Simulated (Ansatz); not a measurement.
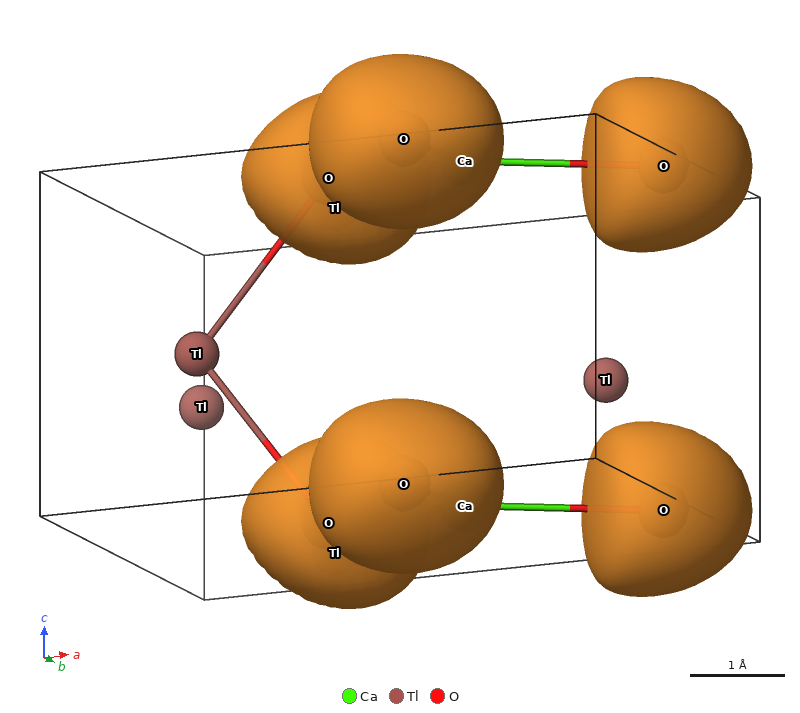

CaTl4O3. Isosurface of the ELF at 0.6 (orange), seen at an oblique angle. Only the valence region is drawn (cores and ρ < 0.01 e/Å³ removed). Sticks mark near contacts.

Space group P-6; a generated structure, not necessarily the stable one.

Method: Ansatz, DFT PBE, scalar-relativistic, plane waves, PAW.

```cif
data_structure
_symmetry_space_group_name_H-M 'P 1'
_symmetry_Int_Tables_number 1
_cell_length_a 8.1105
_cell_length_b 8.1105
_cell_length_c 3.7267
_cell_angle_alpha 90.000
_cell_angle_beta 90.000
_cell_angle_gamma 120.000
_cell_volume 212.30
loop_
_atom_site_label
_atom_site_type_symbol
_atom_site_fract_x
_atom_site_fract_y
_atom_site_fract_z
_atom_site_occupancy
Ca1 Ca 0.66667 0.33333 0.00000 1
Tl1 Tl 0.20515 0.26089 0.50000 1
Tl2 Tl 0.73911 0.94426 0.50000 1
Tl3 Tl 0.05574 0.79485 0.50000 1
Tl4 Tl 0.33333 0.66667 0.00000 1
O1 O 0.63903 0.05152 0.00000 1
O2 O 0.94848 0.58751 0.00000 1
O3 O 0.41249 0.36097 0.00000 1
```

Q: What do the ELF domains correspond to?

A: At this value the surface marks out three regions wrapped around O (the valence shell of each), counted in one cell of 8 atoms. Any copies at cell faces, edges or corners count once. Profiles from the grid: Ca–O (2.18 Å): the ELF peaks at about 0.85 in the valence shell of O, 0.6 Å from its nucleus, and drops to about 0.10 between the two atoms: no shared electron pair shows on this line. Tl–O (2.37 Å): the ELF is about 0.15 at the midpoint; no shared electron pair shows on this line.
